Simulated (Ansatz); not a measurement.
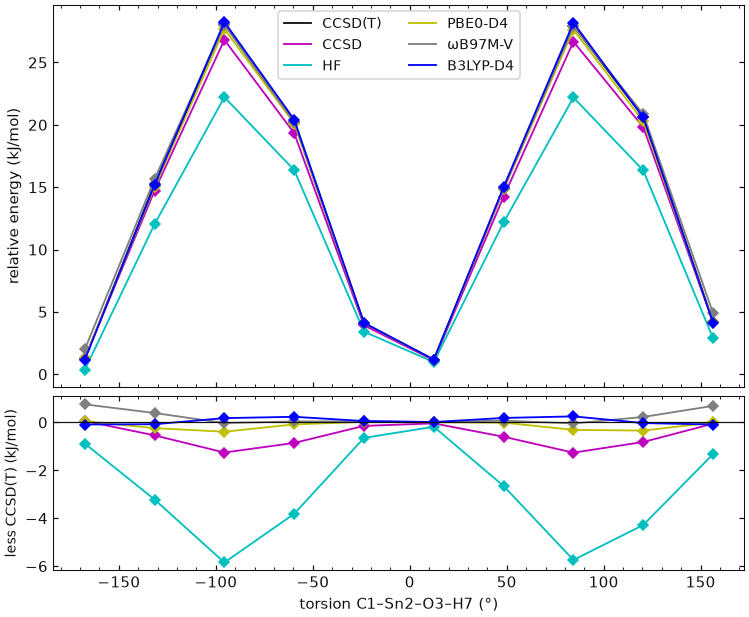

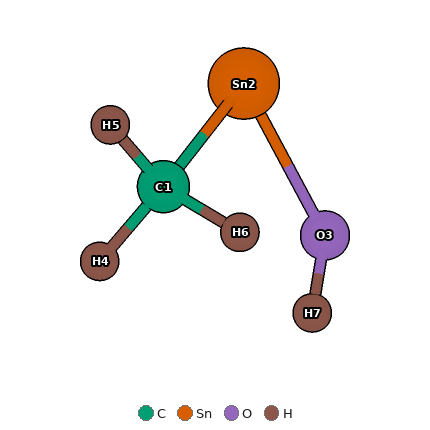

Rigid scan of the torsion C1–Sn2–O3–H7 in CH₄OSn, SMILES [CH3][Sn][OH], singlet. The Ansatz code 0.2.0, def2-TZVPP, cores frozen in correlated methods. A torsion is scanned from the minimum (PBE0-D4/def2-TZVP); energies less that of the minimum at the same level; relaxed scans hold all four atoms in place. On heavy atoms the filled d shell below the valence is correlated. Straight lines join the computed points.

> How far can the coupled-cluster curve be trusted along the scan?

The calculation's T1 diagnostic reaches at most 0.016 (at −168°), under the customary mark of 0.02, so it gives no sign of multireference character.

> Give the values at the computed points.

In kJ/mol:
| torsion C1–Sn2–O3–H7 (°) | CCSD(T) | CCSD | HF | PBE0-D4 | ωB97M-V | B3LYP-D4 |
| --- | --- | --- | --- | --- | --- | --- |
| −168 | 1.2 | 1.3 | 0.3 | 1.3 | 2.0 | 1.1 |
| −132 | 15.3 | 14.7 | 12.0 | 15.0 | 15.6 | 15.2 |
| −96 | 28.1 | 26.8 | 22.2 | 27.7 | 28.0 | 28.2 |
| −60 | 20.2 | 19.3 | 16.4 | 20.1 | 20.2 | 20.4 |
| −24 | 4.1 | 3.9 | 3.4 | 4.1 | 4.1 | 4.1 |
| 12 | 1.2 | 1.1 | 1.0 | 1.2 | 1.2 | 1.2 |
| 48 | 14.8 | 14.2 | 12.2 | 14.8 | 14.9 | 15.0 |
| 84 | 27.9 | 26.7 | 22.2 | 27.6 | 27.9 | 28.2 |
| 120 | 20.6 | 19.8 | 16.3 | 20.3 | 20.9 | 20.6 |
| 156 | 4.2 | 4.2 | 2.9 | 4.2 | 4.9 | 4.1 |

Note: restricted reference unstable towards unrestricted; spin-orbit coupling is left out, and with Sn it can shift these energies; core potentials past krypton.
